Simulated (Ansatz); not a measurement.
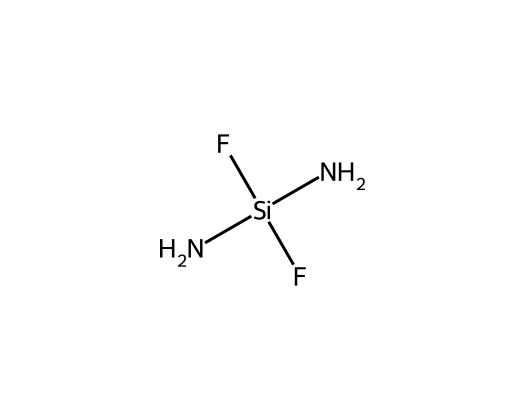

A structural formula.

Write the SMILES.

N[Si](N)(F)F

What is the molecular formula?

F2H4N2Si.

An optimisation with PBE0-D4/def2-TZVP gave a structure of which point group?

C2.

More results for the same structure follow; atom numbers are the same in all pictures, views and colours differ. The computed structure is the end point of a PBE0-D4/def2-TZVP optimisation.

### Levels of theory compared

Program: Ansatz 0.2.0.

Tabulate dipole (D), HOMO energy (eV), HOMO–LUMO gap (eV) at these levels: B3LYP-D4/def2-TZVPP; PBE-D4/def2-TZVPP; r2SCAN-D4/def2-TZVPP; ωB97M-V/def2-TZVPP.

```csv
level,dipole (D),HOMO energy (eV),HOMO–LUMO gap (eV)
B3LYP-D4/def2-TZVPP,2.47,−7.86,8.18
PBE-D4/def2-TZVPP,2.43,−6.58,6.44
r2SCAN-D4/def2-TZVPP,2.45,−6.92,7.54
ωB97M-V/def2-TZVPP,2.45,−10.55,12.66
```

### Charges

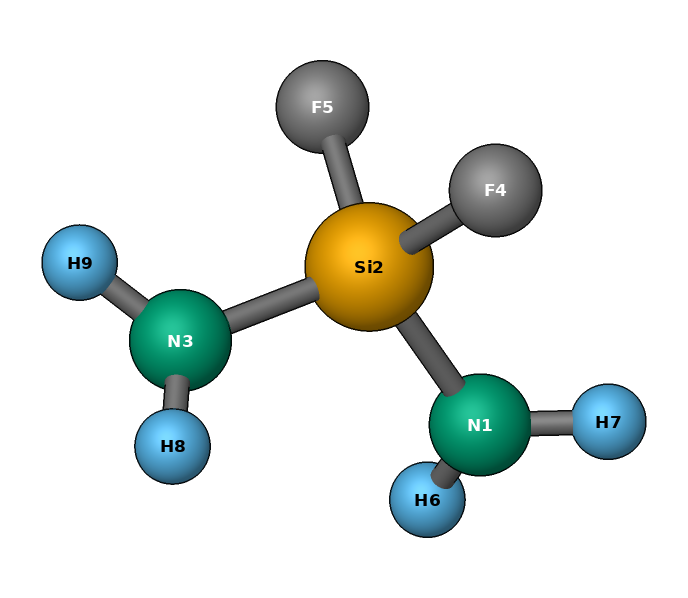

The questions are on Mulliken charges. Level of theory: RKS PBE0-D4/def2-TZVP (Ansatz 0.2.0).

Which atom carries the highest charge (most positive or least negative)?

Si2 (0.88 e).

And the lowest?

N1, N3 (−0.62 e).

Give the Mulliken charges atom by atom.

```tsv
atom	value (e)
N1	−0.62
Si2	0.88
N3	−0.62
F4	−0.31
F5	−0.31
H6	0.25
H7	0.25
H8	0.25
H9	0.25
```

### Vibrations

Harmonic vibrations computed with RKS PBE0-D4/def2-TZVP (Ansatz 0.2.0) at a stationary point of the same level.

How many vibrational modes are there, and where do they lie?

21 modes: 215, 231, 250, 334, 354, 355, 375, 386, 431, 767, 804, 824, 928, 978, 1000, 1578, 1581, 3628, 3630, 3725, 3726 cm⁻¹.

Mulliken values depend strongly on the basis set and can even reverse the polarity of a bond.
